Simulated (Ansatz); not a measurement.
# Which site? a vacancy of C in (8,8) carbon nanotube bundle (192 atoms), part 3 of 3

At which site of (8,8) carbon nanotube bundle (192 atoms) does a vacancy of C cost least, and what about the site decides it?

Ansatz 0.2.0; Kohn-Sham DFT, PBEsol, PAW (set soft_2), plane waves.

The cell: 192 C. The Brillouin zone is sampled at Γ only, in a cell whose shortest periodic width is 12 Å.

So far. Step 6 (Vacancy of C, site C140): The relaxation converged after 12 steps, 1.87 eV below its start, with a largest force component of 0.015 eV/Å.

## Step 7: Vacancy of C, site C68

The site has 3 bonded neighbours (C3) at 1.42 Å on average. 

The input, input.yaml:

```yaml
crystal:
  lattice:
    - [14.15015, 0.0, 0.0]
    - [-7.07508, 12.25439, 0.0]
    - [0.0, 0.0, 14.76]
  atoms:
    [... atom lines 1 to 64 left out ...]
    - { symbol: C, position: [0.40979, 0.05869, 0.41711] }
    - { symbol: C, position: [0.42866, 0.11595, 0.33381] }
    - { symbol: C, position: [0.44391, 0.22267, 0.33373] }
    - { symbol: C, position: [0.40955, 0.35235, 0.41711] }
    - { symbol: C, position: [0.38387, 0.38473, 0.33375] }
    - { symbol: C, position: [0.31429, 0.42977, 0.33365] }
    - { symbol: C, position: [0.27075, 0.44164, 0.417] }
    [... atom lines 72 to 191 left out ...]
kpoints:
  mp_grid: { grid: [1, 1, 1] }
hamiltonian:
  xc: pbesol
scf:
  occupations: { method: gaussian, width: 0.05 }
output:
  forces: true
  eigenvalues: true
relax:
  f_tol: 0.05
  max_steps: 90
```

The run is started by

```
$ ansatz run input.yaml --threads 8 --pin off --max-ram 15872MiB --backend cpu --events-out ev --progress --plain --runs-dir out
```

Numbers of over 12 decimals in the logs are rounded to 6 here.

The log of the run:

```text
[...]
Crystal: 191 atoms, lattice volume = 2559.406 Å³
Basis set: ecut = 420 eV, 49963 PW (Γ), exchange–correlation on 192×192×200 points (8 copies of the dense FFT grid, shifted against one another)
Bands: 573, of which v1, the nominal top of the filled ones, is band 382 counted from 1 (381 counted from 0)
Symmetry: 1 space group operations
[...]
k-points: 1
[...]
SCF iter   1: F=—  HF=-47095.483053 eV  |F-HF|=—  |Δ(HF+E_count)|=         —  Δρ=6.07e-3  dr2=1.88e0  ethr=1.77e-3  ⟨swp⟩=7.0  Hψ=2641  notcnv=0  defer=143
[...]
SCF iter   9: F=—  HF=-47095.424010 eV  |F-HF|=—  |Δ(HF+E_count)|=   4.67e-5  Δρ=1.08e-4  dr2=5.49e-4  ethr=1.98e-7  ⟨swp⟩=2.0  Hψ=452  notcnv=0  defer=180
SCF iter  10: F=-47095.423954 eV  HF=-47095.423997 eV  |F-HF|=4.32e-5  |Δ(HF+E_count)|=   1.30e-5  Δρ=3.87e-5  dr2=5.82e-5  ethr=8.18e-9  ⟨swp⟩=29.0  Hψ=5323  notcnv=0
SCF 1 converged in 10 iterations: F = -47095.423954 eV  dr2 = 5.82e-5
[...]
relax step   1: F+E_penalty+E_count = -47095.42395399 eV  Δ(F+E_penalty+E_count) = +0.000e0 eV  max|allowed force component| = 1.876e0 eV/Å  Δτ_max = 0.0000 Å  (10 SCF iters, dr2 threshold 6.25e-5 eV, accepted)
[...]
relax step   2: F+E_penalty+E_count = -47095.81373803 eV  Δ(F+E_penalty+E_count) = -3.898e-1 eV  max|allowed force component| = 9.911e-1 eV/Å  Δτ_max = 0.1168 Å  (8 SCF iters, dr2 threshold 1.00e-4 eV, accepted)
[...]
relax step   3: F+E_penalty+E_count = -47096.01743899 eV  Δ(F+E_penalty+E_count) = -2.037e-1 eV  max|allowed force component| = 3.097e-1 eV/Å  Δτ_max = 0.1963 Å  (9 SCF iters, dr2 threshold 6.14e-5 eV, accepted)
relax step   4: F+E_penalty+E_count = -47096.05453304 eV  Δ(F+E_penalty+E_count) = -3.709e-2 eV  max|allowed force component| = 3.199e-1 eV/Å  Δτ_max = 0.0513 Å  (7 SCF iters, dr2 threshold 9.37e-6 eV, accepted)
relax step   5: F+E_penalty+E_count = -47096.07024826 eV  Δ(F+E_penalty+E_count) = -1.572e-2 eV  max|allowed force component| = 2.165e-1 eV/Å  Δτ_max = 0.0404 Å  (7 SCF iters, dr2 threshold 1.00e-5 eV, accepted)
relax step   6: F+E_penalty+E_count = -47096.07546578 eV  Δ(F+E_penalty+E_count) = -5.218e-3 eV  max|allowed force component| = 1.114e-1 eV/Å  Δτ_max = 0.0196 Å  (6 SCF iters, dr2 threshold 2.14e-5 eV, accepted)
relax step   7: F+E_penalty+E_count = -47096.07805302 eV  Δ(F+E_penalty+E_count) = -2.587e-3 eV  max|allowed force component| = 8.844e-2 eV/Å  Δτ_max = 0.0129 Å  (8 SCF iters, dr2 threshold 3.29e-6 eV, accepted)
relax step   8: F+E_penalty+E_count = -47096.10385740 eV  Δ(F+E_penalty+E_count) = -2.580e-2 eV  max|allowed force component| = 6.171e-1 eV/Å  Δτ_max = 0.0576 Å  (11 SCF iters, accepted)
relax step   9: F+E_penalty+E_count = -47096.39458781 eV  Δ(F+E_penalty+E_count) = -2.907e-1 eV  max|allowed force component| = 1.624e0 eV/Å  Δτ_max = 0.1932 Å  (8 SCF iters, dr2 threshold 1.00e-4 eV, accepted)
relax step  10: F+E_penalty+E_count = -47097.01448848 eV  Δ(F+E_penalty+E_count) = -6.199e-1 eV  max|allowed force component| = 1.198e0 eV/Å  Δτ_max = 0.1933 Å  (8 SCF iters, dr2 threshold 1.00e-4 eV, accepted)
[...]
relax step  11: F+E_penalty+E_count = -47097.05230245 eV  Δ(F+E_penalty+E_count) = -3.781e-2 eV  max|allowed force component| = 1.512e0 eV/Å  Δτ_max = 0.1916 Å  (7 SCF iters, dr2 threshold 1.00e-4 eV, accepted)
relax step  12: F+E_penalty+E_count = -47097.24928995 eV  Δ(F+E_penalty+E_count) = -1.970e-1 eV  max|allowed force component| = 4.793e-1 eV/Å  Δτ_max = 0.1184 Å  (7 SCF iters, dr2 threshold 1.00e-4 eV, accepted)
relax step  13: F+E_penalty+E_count = -47097.27407015 eV  Δ(F+E_penalty+E_count) = -2.478e-2 eV  max|allowed force component| = 2.463e-1 eV/Å  Δτ_max = 0.0603 Å  (6 SCF iters, dr2 threshold 2.31e-5 eV, accepted)
relax step  14: F+E_penalty+E_count = -47097.29253915 eV  Δ(F+E_penalty+E_count) = -1.847e-2 eV  max|allowed force component| = 5.849e-2 eV/Å  Δτ_max = 0.0216 Å  (6 SCF iters, dr2 threshold 6.10e-6 eV, accepted)
[...]
relax step  15: F+E_penalty+E_count = -47097.29289129 eV  Δ(F+E_penalty+E_count) = -3.521e-4 eV  max|allowed force component| = 2.426e-2 eV/Å  Δτ_max = 0.0073 Å  (7 SCF iters, accepted)
SCF converged after 7 iterations
Free energy (F): -47097.292891 eV
[...]
Internal energy: -47097.285198 eV  (E = F + TS)
E sigma→0 (E₀):  -47097.289045 eV
Entropy (-TS):   -0.007693 eV (-0.040 meV/atom)
Fermi energy:    3.056397 eV
[...]
Σ components = -47097.292891   (vs F -47097.292891, Δ=0.00e0)
--- Forces (eV/Å), atoms counted from 1 ---
  atom   1  C      0.00046766    -0.00293993     0.00001328
  atom   2  C     -0.00042458     0.00125004     0.00101496
  atom   3  C     -0.00035778    -0.00138769     0.00217497
  atom   4  C      0.00266998    -0.00304561     0.00039576
[...]
atom 191  C     -0.00027398    -0.00218370     0.00085429
  max |Σ_I F_I| component: 7.33e-5 eV/Å
--- Band table (eV) ---
[...]
--- Relaxed structure (15 steps of the walk, 15 accepted, 0 SCFs on fresh bases) ---
  F+E_penalty+E_count = -47097.29289129 eV   max|allowed force component| = 2.426e-2 eV/Å
  atoms:
    - { symbol: C, position: [0.412545, 0.071320, 0.089092] }
    - { symbol: C, position: [0.437540, 0.127777, 0.00472046] }
    - { symbol: C, position: [0.456664, 0.235939, 0.00273438] }
    - { symbol: C, position: [0.453450, 0.287056, 0.085016] }
[...]
- { symbol: C, position: [0.356422, 0.953616, 0.921672] }
```

The job ended after 7.2 min (8 threads of Arm Neoverse V2, shared host; peak memory 3.8 GiB; 55 min of CPU time).

The relaxation converged after 15 steps, 1.87 eV below its start, with a largest force component of 0.024 eV/Å.

The surroundings of the place of the removed atom, after relaxation: 11 atoms, nearest first, with positions taken from that point. Atoms keep their numbers of the cell before the removal, where the removed atom was number 68.

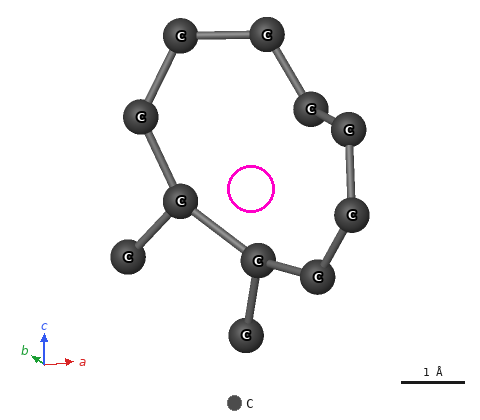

The atoms of the table, within 2.7 Å (arrows a, b, c point along x, y, z); some may hide others. A ring marks the centre wherever it is empty.

```tsv
atom	x	y	z	distance (Å)	bonds
C67	0.01	-0.35	-1.09	1.14	3
C69	-0.99	0.58	-0.26	1.18	3
C99	0.87	-0.40	1.33	1.64	2
C66	0.57	-1.68	-1.10	2.09	3
C102	-1.53	0.96	1.07	2.10	3
C98	1.06	-1.77	1.29	2.43	3
C36	-0.02	0.20	-2.44	2.44	3
C70	-1.62	1.35	-1.30	2.47	3
C100	0.31	0.13	2.47	2.49	3
C65	0.89	-2.45	0.06	2.61	3
C101	-0.89	0.87	2.37	2.68	3
```

The column of bonds counts only the pairs C-C within 1.82 Å; other neighbours, such as metal atoms beside each other in a compound, aren't counted, and periodic images can show an atom twice.

The largest move is 0.52 Å, by C99.

## Step 8: Vacancy of C, site C30

The site has 3 bonded neighbours (C3) at 1.42 Å on average. 

input.yaml, the sections that differ from step 7:

```yaml
crystal:
  lattice:
    - [14.15015, 0.0, 0.0]
    - [-7.07508, 12.25439, 0.0]
    - [0.0, 0.0, 14.76]
  atoms:
    [... atom lines 1 to 26 left out ...]
    - { symbol: C, position: [0.00039, 0.61687, 0.16705] }
    - { symbol: C, position: [0.0585, 0.64945, 0.08374] }
    - { symbol: C, position: [0.17011, 0.73093, 0.08375] }
    - { symbol: C, position: [0.31382, 0.88611, 0.1671] }
    - { symbol: C, position: [0.35223, 0.94326, 0.08376] }
    - { symbol: C, position: [0.4097, 0.05872, 0.25045] }
    - { symbol: C, position: [0.4287, 0.11589, 0.16707] }
    [... atom lines 34 to 191 left out ...]
# kpoints, hamiltonian, scf, output, relax: as in step 7
```

The log of the run:

```text
[...]
Crystal: 191 atoms, lattice volume = 2559.406 Å³
Basis set: ecut = 420 eV, 49963 PW (Γ), exchange–correlation on 192×192×200 points (8 copies of the dense FFT grid, shifted against one another)
Bands: 573, of which v1, the nominal top of the filled ones, is band 382 counted from 1 (381 counted from 0)
Symmetry: 1 space group operations
[...]
k-points: 1
[...]
SCF iter   1: F=—  HF=-47095.440561 eV  |F-HF|=—  |Δ(HF+E_count)|=         —  Δρ=5.96e-3  dr2=1.69e0  ethr=1.77e-3  ⟨swp⟩=8.0  Hψ=2902  notcnv=0  defer=143
[...]
SCF iter  10: F=—  HF=-47095.368121 eV  |F-HF|=—  |Δ(HF+E_count)|=   8.65e-6  Δρ=3.97e-5  dr2=6.41e-5  ethr=2.20e-8  ⟨swp⟩=2.0  Hψ=671  notcnv=0  defer=183
SCF iter  11: F=-47095.368101 eV  HF=-47095.368118 eV  |F-HF|=1.64e-5  |Δ(HF+E_count)|=   3.51e-6  Δρ=2.35e-5  dr2=2.27e-5  ethr=8.18e-9  ⟨swp⟩=29.0  Hψ=5415  notcnv=0
SCF 1 converged in 11 iterations: F = -47095.368101 eV  dr2 = 2.27e-5
[...]
relax step   1: F+E_penalty+E_count = -47095.36810142 eV  Δ(F+E_penalty+E_count) = +0.000e0 eV  max|allowed force component| = 1.865e0 eV/Å  Δτ_max = 0.0000 Å  (11 SCF iters, dr2 threshold 6.25e-5 eV, accepted)
[...]
relax step   2: F+E_penalty+E_count = -47095.73945629 eV  Δ(F+E_penalty+E_count) = -3.714e-1 eV  max|allowed force component| = 1.075e0 eV/Å  Δτ_max = 0.1039 Å  (9 SCF iters, dr2 threshold 1.00e-4 eV, accepted)
[...]
relax step   3: F+E_penalty+E_count = -47095.97532711 eV  Δ(F+E_penalty+E_count) = -2.359e-1 eV  max|allowed force component| = 4.274e-1 eV/Å  Δτ_max = 0.1993 Å  (10 SCF iters, dr2 threshold 7.22e-5 eV, accepted)
relax step   4: F+E_penalty+E_count = -47096.01893134 eV  Δ(F+E_penalty+E_count) = -4.360e-2 eV  max|allowed force component| = 4.754e-1 eV/Å  Δτ_max = 0.0650 Å  (10 SCF iters, dr2 threshold 2.89e-5 eV, accepted)
relax step   5: F+E_penalty+E_count = -47096.05671615 eV  Δ(F+E_penalty+E_count) = -3.778e-2 eV  max|allowed force component| = 5.332e-1 eV/Å  Δτ_max = 0.0543 Å  (9 SCF iters, dr2 threshold 3.57e-5 eV, accepted)
relax step   6: F+E_penalty+E_count = -47096.29159051 eV  Δ(F+E_penalty+E_count) = -2.349e-1 eV  max|allowed force component| = 1.679e0 eV/Å  Δτ_max = 0.1983 Å  (9 SCF iters, dr2 threshold 1.00e-4 eV, accepted)
relax step   7: F+E_penalty+E_count = -47096.72104868 eV  Δ(F+E_penalty+E_count) = -4.295e-1 eV  max|allowed force component| = 1.660e0 eV/Å  Δτ_max = 0.1925 Å  (9 SCF iters, dr2 threshold 1.00e-4 eV, accepted)
[...]
relax step   8: F+E_penalty+E_count = -47097.06142576 eV  Δ(F+E_penalty+E_count) = -3.404e-1 eV  max|allowed force component| = 1.115e0 eV/Å  Δτ_max = 0.1941 Å  (7 SCF iters, dr2 threshold 1.00e-4 eV, accepted)
relax step   9: F+E_penalty+E_count = -47097.20737885 eV  Δ(F+E_penalty+E_count) = -1.460e-1 eV  max|allowed force component| = 6.272e-1 eV/Å  Δτ_max = 0.1522 Å  (10 SCF iters, dr2 threshold 1.00e-4 eV, accepted)
relax step  10: F+E_penalty+E_count = -47097.24189056 eV  Δ(F+E_penalty+E_count) = -3.451e-2 eV  max|allowed force component| = 5.144e-1 eV/Å  Δτ_max = 0.1462 Å  (8 SCF iters, dr2 threshold 1.00e-4 eV, accepted)
relax step  11: F+E_penalty+E_count = -47097.22730657 eV  Δ(F+E_penalty+E_count) = +1.458e-2 eV  max|allowed force component| = 3.890e-1 eV/Å  Δτ_max = 0.0779 Å  (7 SCF iters, dr2 threshold 8.38e-5 eV, rejected (line search))
relax step  12: F+E_penalty+E_count = -47097.27757599 eV  Δ(F+E_penalty+E_count) = -3.569e-2 eV  max|allowed force component| = 5.612e-2 eV/Å  Δτ_max = 0.0376 Å  (9 SCF iters, accepted)
[...]
relax step  13: F+E_penalty+E_count = -47097.27898164 eV  Δ(F+E_penalty+E_count) = -1.406e-3 eV  max|allowed force component| = 3.052e-2 eV/Å  Δτ_max = 0.0117 Å  (9 SCF iters, accepted)
SCF converged after 9 iterations
Free energy (F): -47097.278982 eV
[...]
Internal energy: -47097.272136 eV  (E = F + TS)
E sigma→0 (E₀):  -47097.275559 eV
Entropy (-TS):   -0.006845 eV (-0.036 meV/atom)
Fermi energy:    3.055354 eV
[...]
Σ components = -47097.278982   (vs F -47097.278982, Δ=0.00e0)
--- Forces (eV/Å), atoms counted from 1 ---
  atom   1  C      0.00511842     0.00067706     0.00088723
  atom   2  C     -0.00053648     0.00272931    -0.00209174
  atom   3  C     -0.00153130     0.00243957    -0.00110049
  atom   4  C     -0.00033362     0.00135875    -0.00104649
[...]
atom 191  C     -0.00662354    -0.00213364     0.00060415
  max |Σ_I F_I| component: 1.08e-4 eV/Å
--- Band table (eV) ---
[...]
--- Relaxed structure (13 steps of the walk, 12 accepted, 0 SCFs on fresh bases) ---
  F+E_penalty+E_count = -47097.27898164 eV   max|allowed force component| = 3.052e-2 eV/Å
  atoms:
    - { symbol: C, position: [0.377619, 0.043458, 0.076638] }
    - { symbol: C, position: [0.408048, 0.108466, -0.00295231] }
    - { symbol: C, position: [0.427863, 0.216691, -0.00255058] }
    - { symbol: C, position: [0.423021, 0.263796, 0.080431] }
[...]
- { symbol: C, position: [0.349778, 0.943802, 0.912682] }
```

It took 6.3 min on 8 threads; peak memory 3.8 GiB.

The relaxation converged after 13 steps, 1.91 eV below its start, with a largest force component of 0.031 eV/Å.

The surroundings of the place of the removed atom, after relaxation: 11 atoms, nearest first, with positions taken from that point. Atoms keep their numbers of the cell before the removal, where the removed atom was number 30.

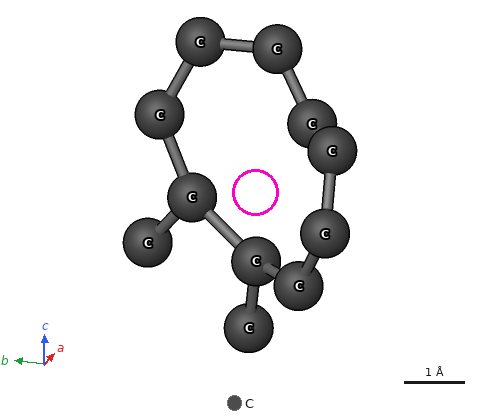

The atoms of the table, within 2.7 Å (arrows a, b, c point along x, y, z); some may hide others. A ring marks the centre wherever it is empty.

```tsv
atom	x	y	z	distance (Å)	bonds
C189	-0.31	-0.13	-1.09	1.14	3
C191	0.17	1.14	-0.26	1.18	3
C29	-0.03	-0.95	1.33	1.63	2
C188	-1.33	-1.16	-1.10	2.08	3
C32	0.31	1.79	1.07	2.11	3
C28	-1.22	-1.64	1.29	2.42	3
C190	0.19	0.10	-2.44	2.45	3
C192	0.64	2.01	-1.29	2.48	3
C62	0.25	-0.23	2.47	2.49	3
C187	-1.92	-1.75	0.06	2.59	3
C31	0.47	1.17	2.37	2.68	3
```

The column of bonds counts only the pairs C-C within 1.82 Å; other neighbours, such as metal atoms beside each other in a compound, aren't counted, and periodic images can show an atom twice.

The largest move is 0.52 Å, by C29.

## Step 9: The sites compared

All these cells hold the same atoms, so their energies can be compared with no chemical potential.

```tsv
site	neighbours	mean distance (Å)	atoms within 6 Å	energy over the best site (eV)	before relaxation (eV)	gain on relaxing (eV)
C68	C3	1.42	69	0.00	0.00	1.87
C1	C3	1.42	66	0.01	0.02	1.88
C30	C3	1.42	71	0.01	0.06	1.91
C140	C3	1.42	65	0.05	0.05	1.87
```

Neighbours are those of the relaxed host within 1.82 Å (C-C); other pairs aren't counted.

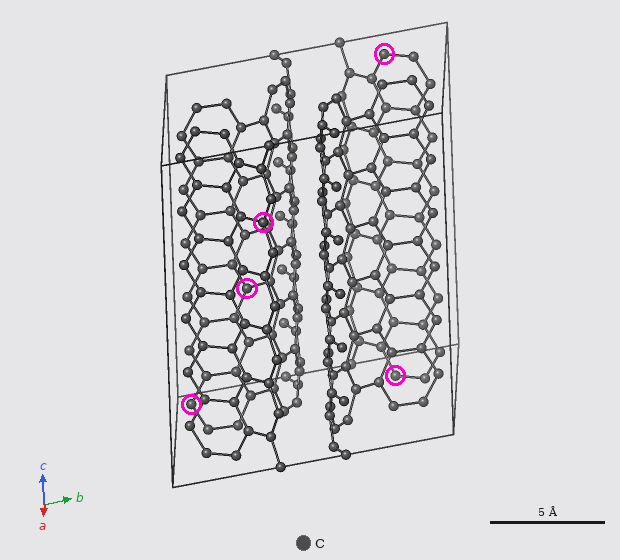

The relaxed cell with the tried sites ringed. Some periodic images of atoms are drawn too.

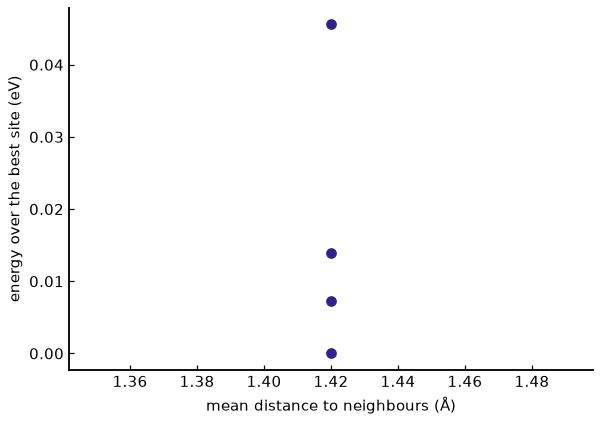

Site energy against the site's surroundings.

## Step 10: What came out

The cheapest site is C68 (3 neighbours, C3); the dearest, C140 (3 neighbours, C3), costs 0.046 eV more. C1 and C30 lie within 0.02 eV of the cheapest, a tie at this tolerance. Sites with the same first shell differ by up to 0.05 eV, from their geometry, farther neighbours or both. Relaxation gains 1.9 eV and leaves the best site the same.

Caveats: Defects are neutral and interact with their images. The defect cells ran without spin polarisation, so cut bonds can't carry moments. Only 4 of the 192 C sites were tried; unless symmetry makes the others alike to these, a cheaper one may exist.

The DFT runs together took 28 min of wall time.

[Logs are printed without paths, hosts, clocks, repeated set-up lines and the standing remarks that a program may print on its own settings, such as how far it seeks lower states.]

[Hosts, paths, dates, database ids (printed as entryN), source tags and the programs' standing remarks are cut or masked in the printed files.]
